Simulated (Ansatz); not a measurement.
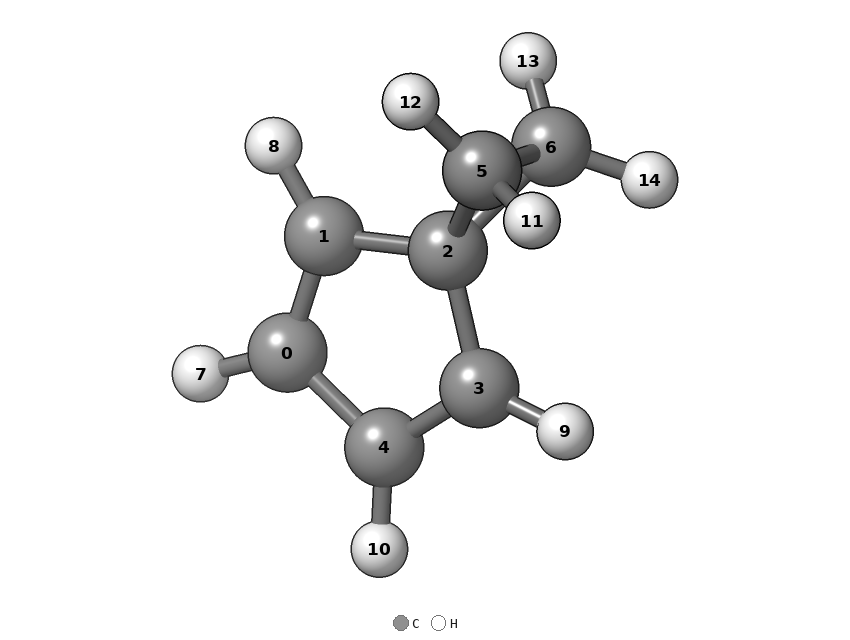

The structure as it stands in the input. Atoms are numbered from 0, in the order of the input.

Ansatz 0.2.0 input:

```yaml
crystal:
  periodic: [false, false, false]
  atoms:
    - {symbol: C, position_ang: [-0.374058, -1.973951, 0.142546]}
    - {symbol: C, position_ang: [-0.442851, -0.858125, 0.892948]}
    - {symbol: C, position_ang: [0.018637, 0.274220, 0.078989]}
    - {symbol: C, position_ang: [0.364048, -0.302253, -1.227178]}
    - {symbol: C, position_ang: [0.129258, -1.627222, -1.179900]}
    - {symbol: C, position_ang: [0.796121, 1.436557, 0.679644]}
    - {symbol: C, position_ang: [-0.585347, 1.664684, 0.213686]}
    - {symbol: H, position_ang: [-0.645441, -2.972567, 0.458107]}
    - {symbol: H, position_ang: [-0.775251, -0.775597, 1.918943]}
    - {symbol: H, position_ang: [0.740975, 0.268901, -2.064838]}
    - {symbol: H, position_ang: [0.284788, -2.331726, -1.986093]}
    - {symbol: H, position_ang: [1.615664, 1.821937, 0.087203]}
    - {symbol: H, position_ang: [0.985064, 1.387515, 1.744092]}
    - {symbol: H, position_ang: [-1.371090, 1.776600, 0.949376]}
    - {symbol: H, position_ang: [-0.740497, 2.211026, -0.707507]}
basis:
  gaussian: {orbitals: STO-3G, final_grid: {core_spheres: 5, valence_spheres: 4, degree: 11}}
total_charge: 1
magnetization: {spin_polarized: true, initial_magnetization: 1}
hamiltonian: {xc: {name: r2SCANh}}
```

It was started with:

```sh
ansatz run in.yaml --threads 2 --pin off --events-out ev --progress --plain --max-ram 32768MiB --backend cpu
```

Result:

```
Functional definition: r2SCANh
  name "r2SCANh"
  cite "Bursch, Neugebauer, Ehlert & Grimme, J. Chem. Phys. 156, 134105 (2022) doi:10.1063/5.0086040"
  cite "Furness, Kaplan, Ning, Perdew & Sun, J. Phys. Chem. Lett. 11, 8208 (2020) doi:10.1021/acs.jpclett.0c02405"
  cite "Furness, Kaplan, Ning, Perdew & Sun, J. Phys. Chem. Lett. 11, 9248 (2020) doi:10.1021/acs.jpclett.0c03077"
  parent r2scan
  parameter a = 0.1
  parameter k0 = 0.174
  parameter k1 = 0.065
  parameter a1 = 4.9479
  exchange = (1 - a)*r2scan_x(k0 = k0, k1 = k1, a1 = a1) + a*exact_x
  correlation = r2scan_c
602 factors; integrals over basis functions are off by at most 5.4e-5 eV
mean field evaluation 1: about -7287.0851 eV, gradient 6.0e0 eV
mean field evaluation 2: about -7287.1870 eV, gradient 5.4e0 eV
mean field evaluation 4: about -7287.3786 eV, gradient 6.8e-1 eV
mean field evaluation 8: about -7287.2711 eV, gradient 3.8e-2 eV
mean field -7287.27107327 eV, -267.8022724529 hartree, gradient 7.9e-5 eV, S^2 0.767365; 0 other end points of the search recorded, 0 dependent functions left out
reference -7287.27109014 eV, -267.8022730731 hartree; 25, 24 occupied and 18, 19 virtual orbitals, 602 factors
Total energy: -7287.27109014 eV, -267.8022730731 hartree
```

Self-consistency was reached.
